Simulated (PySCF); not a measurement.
System: ClH$_{3}$SSi.

Input file:

```
{"job": {"xc": "PBE0", "basis": "pcSseg-1", "solvent": "chloroform", "kind": "nmr", "pop": true}, "charge": 0, "multiplicity": 1}
S      1.523373    -0.532476    -0.477303
Si    -0.537992    -0.186557     0.024162
Cl    -1.000581     1.757442    -0.211130
H      2.022437     0.531532     0.135361
H     -0.736265    -0.549013     1.418367
H     -1.267849    -1.018937    -0.911030
```

Launched as:

```sh
OMP_NUM_THREADS=1 python ens_run.py task.json out
```

Geometry: GFN2-xTB.

Theory: PBE0/pcSseg-1, SCF density, in a chloroform solvent model, non-relativistic in PySCF.

What will maps of the electron density and electron localisation function show?

Si–Cl (2.01 Å): ρ is about 0.97 e/Å³ halfway; the ELF peaks at about 0.90 between the atoms (a shared but strongly polarised pair).
Si–S (2.15 Å): ρ at the midpoint is about 0.84 e/Å³; the ELF peaks at about 0.95 between the atoms; a covalent bond.

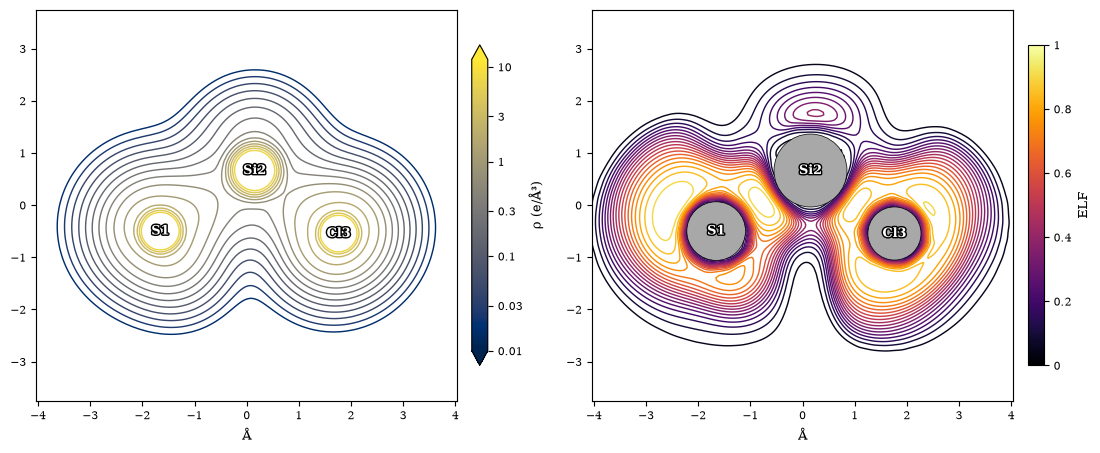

Computed electron density and electron localisation function on the plane of atoms S1, Si2 and Cl3, in this order. Grey discs cover the atomic cores in the ELF map. 
